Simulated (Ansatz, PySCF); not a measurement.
NH3 (SMILES N) and C3H8 (SMILES CCC) are pulled apart as rigid monomers along the line of their centres of mass, from the B3LYP-D3(BJ)/def2-TZVP minimum. Starting geometry (charge 0, multiplicity 1):
```xyz
15

N      0.2960     0.1290     0.4838
H      0.1338     0.8239     1.2036
H      0.9649     0.5202    -0.1696
H     -0.5775     0.0029    -0.0148
C      1.2611     0.0713     4.1019
C     -0.2218     0.4334     4.1334
C     -1.1219    -0.7473     3.7777
H      1.8898     0.9295     4.3488
H      1.4821    -0.7204     4.8222
H      1.5499    -0.2910     3.1132
H     -0.4119     1.2598     3.4396
H     -0.4871     0.8132     5.1247
H     -2.1774    -0.4674     3.7939
H     -0.8837    -1.1283     2.7825
H     -0.9847    -1.5671     4.4874
```

Interaction energies with rigid monomers; basis-set methods are counterpoise corrected unless marked otherwise.

Cores are frozen in the correlated methods. Rows in 6-31G* carry no dispersion term and start afresh at each structure (6-31G* with six Cartesian d functions).

The values were computed with Ansatz (a quantum-chemistry and plane-wave program); PySCF for 6-31G* rows, the dispersion terms. 

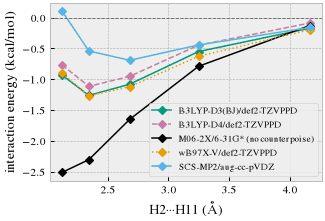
Interaction energy against separation

**Question.** Which level binds most strongly at H2···H11 = 2.34, and by how much?

**Answer.** M06-2X/6-31G* (no counterpoise), -2.3 kcal/mol.
